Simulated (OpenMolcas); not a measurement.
# HF/ANO-R3 (sfX2C, RICD fitting) run of Br2 (bromine)

What is the vertical singlet–triplet gap of Br2 (bromine) at HF/ANO-R3 (sfX2C, RICD fitting)? 

The results are computed with OpenMolcas 26.06.

### Step 1. The system as given

The species is Br2 (2 atoms), meant as a singlet with charge 0. As SMILES, `BrBr`. Geometry: relaxed at GFN2-xTB.

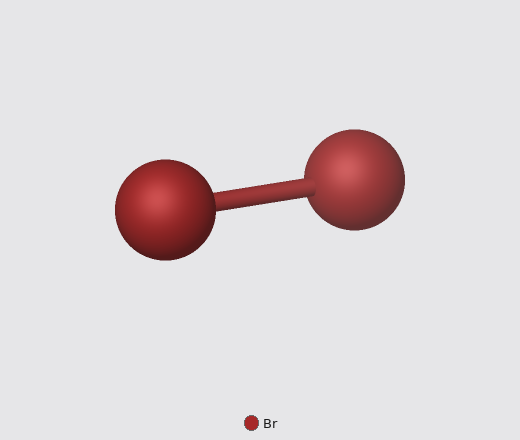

Viewed from a chosen angle; bromine red.

### Step 2. A single-point energy at HF/ANO-R3 (sfX2C, RICD fitting)

job.input

```
>>> EXPORT MOLCAS_PRINT=2

&GATEWAY
 Coord
 2
 bohr
 Br     1.83893029    -0.61499247     0.94219855
 Br    -1.83893029     0.61499247    -0.94219855
 Basis=ANO-R3
 Group=NoSym
 RICD
 RX2C

&SEWARD
 Expert

&SCF
 PrOrbitals=0
```

Started as:

```
export MOLCAS_MEM=1860
pymolcas job.input > job.log
```

Output:

```text
--- Start Module: gateway ---
[...]
--- Stop Module: gateway /rc=_RC_ALL_IS_WELL_ ---
[...]
--- Start Module: seward ---
[...]
 ###    WARNING:  EXPERT option is ON!                                       ###
 ###############################################################################
               SEWARD will generate:
[...]
      Basis functions          192
[...]
--- Stop Module: seward /rc=_RC_ALL_IS_WELL_ ---
[...]
--- Start Module: scf ---
[...]
       Convergence after   9 Iterations
[...]
::    Total SCF energy                              -5209.0247610982
[...]
      Total spin, S                                     0.0000000000
[...]
      Total electronic charge=   70.000000
      Total            charge=   -0.000000
[...]
      Dipole Moment (debye):
      Origin of the operator (angstrom)=   -0.0000    0.0000   -0.0000
                   X=  1.0631E-10               Y=  9.9581E-10               Z= -1.4714E-10           Total=  1.0122E-09
      Quadrupole Moment (debye*angstrom):
[...]
--- Stop Module: scf /rc=_RC_ALL_IS_WELL_ ---
[...]
```

It took 66 s on 1 thread of Arm Neoverse V1, shared host; peak memory 0.46 GiB.

### Step 3. The triplet

job.input

```
&gateway
coord
2
bohr
Br     1.83893029    -0.61499247     0.94219855
Br    -1.83893029     0.61499247    -0.94219855
basis = ANO-R3
group = NoSym
ricd
rx2c
&seward
expert
&scf
uhf
spin = 3
prorbitals = 0
```

Started as:

```
export MOLCAS_MEM=1860
pymolcas job.input > job.log
```

Output:

```text
--- Start Module: gateway ---
[...]
--- Stop Module: gateway /rc=_RC_ALL_IS_WELL_ ---
[...]
--- Start Module: seward ---
[...]
 ###    WARNING:  EXPERT option is ON!                                       ###
 ###############################################################################
               SEWARD will generate:
[...]
      Basis functions          192
[...]
--- Stop Module: seward /rc=_RC_ALL_IS_WELL_ ---
[...]
--- Start Module: scf ---
[...]
       Convergence after  20 Iterations
[...]
::    Total SCF energy                              -5208.9390019212
[...]
      Total spin, S                                     1.0099432885
[...]
      Total electronic charge=   70.000000
      Total            charge=   -0.000000
[...]
      Dipole Moment (debye):
      Origin of the operator (angstrom)=   -0.0000    0.0000   -0.0000
                   X= -6.1451E-10               Y=  3.5175E-10               Z= -4.2925E-11           Total=  7.0937E-10
      Quadrupole Moment (debye*angstrom):
[...]
--- Stop Module: scf /rc=_RC_ALL_IS_WELL_ ---
[...]
```

Wall time 2.3 min (1 thread of Arm Neoverse V1, shared host); peak memory 0.46 GiB.

### Step 4. Summary of results

At HF/ANO-R3 (sfX2C, RICD fitting):

| quantity | value |
| --- | --- |
| singlet: total energy | -5209.02476 Eh |
| singlet: dipole moment | 0.00 D |
| singlet: HOMO energy | -11.02 eV |
| singlet: LUMO energy | 0.10 eV |
| singlet: HOMO–LUMO gap | 11.13 eV |
| triplet: total energy | -5208.93900 Eh |
| triplet: dipole moment | 0.00 D |
| triplet: HOMO energy (highest over α and β) | -8.79 eV |
| triplet: LUMO energy (lowest over α and β) | -2.24 eV |
| triplet: ⟨S²⟩ | 2.030 |
| vertical energy of the triplet above the singlet | 2.334 eV |

**Reading.** At this shape the triplet lies 2.33 eV (225 kJ/mol) above the singlet.
